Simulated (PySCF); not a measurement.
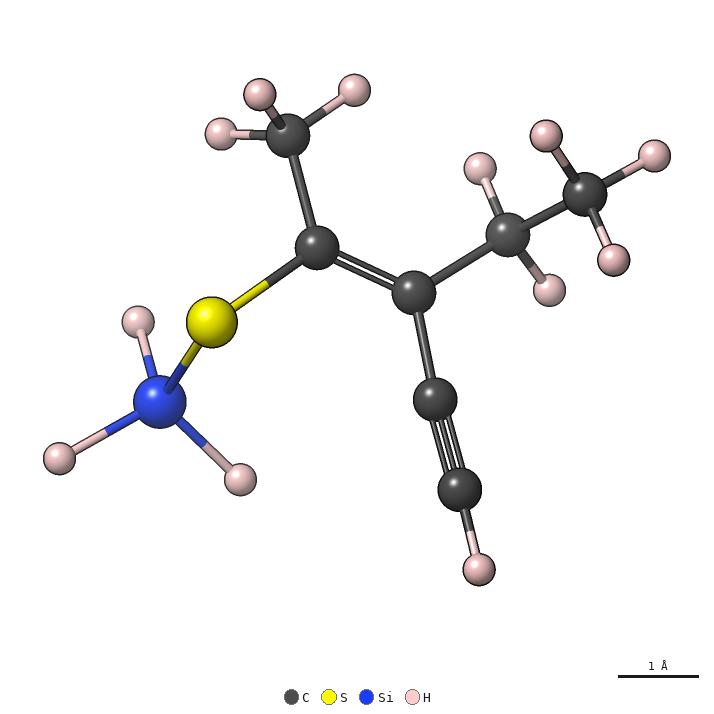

Ball-and-stick drawing of a structure. Double and triple bonds are drawn as two and three sticks.

The computed structure is the end point of a PBE0-D3(BJ)/def2-SVP optimisation. No frequency run is at hand to confirm it as a minimum.

**Count the atoms of each element.**

C₇H₁₂SSi, 21 atoms: 7 carbon, 12 hydrogen, 1 sulfur and 1 silicon.

**How many bonds of each kind are drawn?**

9 C–H, 6 C–C, 3 Si–H, 1 C–S, 1 S–Si.

**Name some functional groups or characteristic bonds that it holds.**

Among them: alkene, alkyne, Si–H bond.

**Write the SMILES.**

C#C/C(CC)=C(/C)S[SiH3]

More results for the same structure follow; atom numbers are the same in all pictures, views and colours differ.

## Electronic properties

No frequency run is at hand to confirm it as a minimum. Level of theory: PBE0/pcSseg-1 in water (IEF-PCM) (PySCF 2.14.0).

Computed properties:

- dipole moment: 2.55 D
- HOMO energy (Kohn–Sham orbital): −6.80 eV
- LUMO energy (Kohn–Sham orbital): −1.11 eV
- HOMO–LUMO gap: 5.68 eV

## NMR shielding

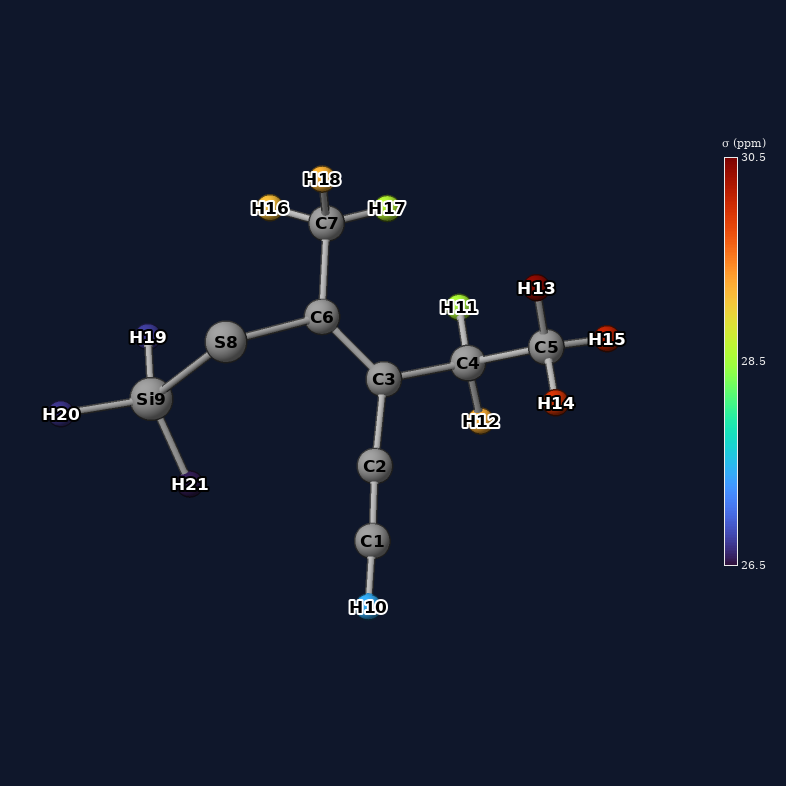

Atoms are coloured by their isotropic NMR shieldings (H only, the others grey). No frequency run is at hand to confirm it as a minimum. Properties computed with GIAO PBE0/pcSseg-1 NMR shielding, non-relativistic, IEF-PCM water (PySCF 2.14.0).

**Which H atom is the most shielded (lowest chemical shift)?**

H13 (30.39 ppm).

**Which H atom is the least shielded (highest chemical shift)?**

H21 (26.57 ppm).

**How wide is the range of H shifts?**

3.82 ppm.

Give the isotropic NMR shieldings of the H atoms atom by atom.

| atom | σ (ppm) |
| --- | --- |
| H10 | 27.41 |
| H11 | 28.56 |
| H12 | 29.24 |
| H13 | 30.39 |
| H14 | 29.96 |
| H15 | 30.10 |
| H16 | 29.13 |
| H17 | 28.62 |
| H18 | 29.21 |
| H19 | 26.74 |
| H20 | 26.70 |
| H21 | 26.57 |

## Charges

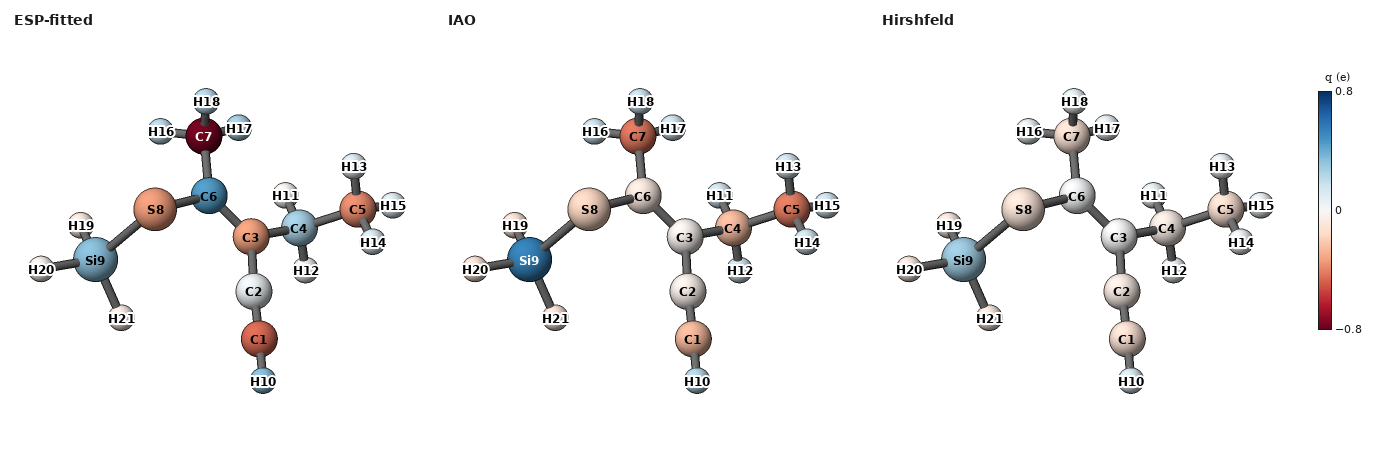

Atomic charges of one calculation by 3 schemes, on one colour scale. No frequency run is at hand to confirm it as a minimum. Level of theory: PBE0/pcSseg-1 in water (IEF-PCM) (PySCF 2.14.0).

**Which scheme gives the most polar picture (largest mean size of the charges)?**

The ESP-fitted charges are the largest in size here, and the Hirshfeld charges the smallest.

**On which atom do the schemes disagree most?**

On C7 (from −0.77 to −0.12 e).

List the charges (e), one line for each set of equivalent atoms.

| atom | ESP-fitted | IAO | Hirshfeld |
| --- | --- | --- | --- |
| C1 | −0.45 | −0.25 | −0.11 |
| C2 | 0.04 | −0.05 | −0.06 |
| C3 | −0.32 | −0.03 | 0.00 |
| C4 | 0.27 | −0.25 | −0.06 |
| C5 | −0.37 | −0.41 | −0.11 |
| C6 | 0.45 | −0.08 | 0.01 |
| C7 | −0.77 | −0.42 | −0.12 |
| S8 | −0.34 | −0.17 | −0.10 |
| Si9 | 0.34 | 0.53 | 0.28 |
| H10 | 0.33 | 0.22 | 0.11 |
| H11 | −0.02 | 0.15 | 0.05 |
| H12 | 0.03 | 0.15 | 0.05 |
| H13 | 0.10 | 0.14 | 0.04 |
| H14 | 0.11 | 0.14 | 0.03 |
| H15 | 0.09 | 0.15 | 0.05 |
| H16 | 0.20 | 0.16 | 0.05 |
| H17 | 0.26 | 0.15 | 0.06 |
| H18 | 0.22 | 0.17 | 0.05 |
| H19 | −0.07 | −0.11 | −0.07 |
| H20 | −0.04 | −0.10 | −0.07 |
| H21 | −0.06 | −0.11 | −0.08 |
